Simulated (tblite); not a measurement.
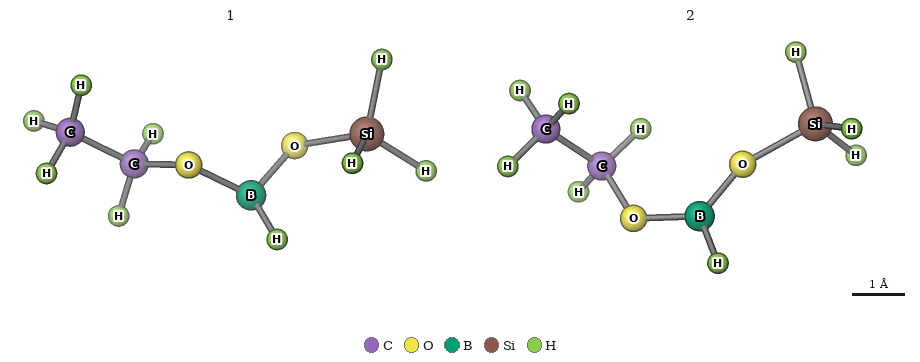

Two geometries of C2H9BO2Si, drawn at one scale. One is the start of a relaxation, the other its converged end. Style: ball-and-stick. Shown face on.

The calculation used GFN2-xTB geometry optimisation, gas phase in tblite. 

### Which of the two is the end point?

Structure 2 is the relaxed one. After 78 geometry steps the energy has fallen by 2.117 eV. An O atom moves most after the best rigid fit: 1.14 Å. Largest moves by element: O 1.14 Å, H 1.05 Å, B 0.78 Å, C 0.31 Å, Si 0.29 Å. Among the contacts that change: B–Si 2.539 → 2.880 Å, B–O 1.468 → 1.337 Å, O–Si 1.708 → 1.606 Å, C–H 1.134 → 1.087 Å. Bond angles that change, for instance: B–O–Si 106.5° → 155.9°, C–O–B 109.8° → 123.9°, O–B–O 114.2° → 122.7°. Groups turn about C–O by about 65°, O–Si by about 30°. Cost: 0.68 s on 1 thread of Arm Neoverse N1, on a shared host.
